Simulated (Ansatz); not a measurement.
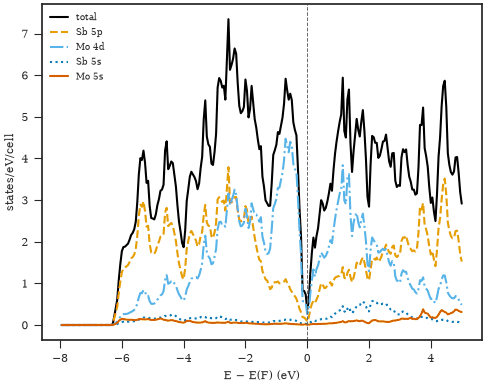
*Total and projected density of states of Sb2Mo in space group Cmc2_1 (No. 36; Mo on 4a, Sb on 4a, Sb on 4a), DFT-r²SCAN in the program Ansatz with PAW potentials*

Which orbitals carry the states next to the Fermi level?

Within 0.5 eV of the Fermi level: Mo 4d 72 %, Sb 5p 21 %. Projections are on Löwdin-orthogonalised atomic valence shells; empty p or d shells of many metals are not among them.

Where is the tallest occupied peak in this window, and what makes it?

Near -2.5 eV, about 7.3 states/eV per cell; the largest projected share is Sb 5p.

The start of the workflow was typed in or built on a structure type; neither database checked (COD, Materials Project) lists it. Its standing as an ambient phase is unchecked. The r²SCAN relaxation kept the symmetry of its start; its stability against distortions is not shown here. The run is not spin-polarised. The volume moved by -16 % from the start of the relaxation. Spin–orbit coupling is left out wherever it is not named.

Potentials: the later of the program's two PAW sets.
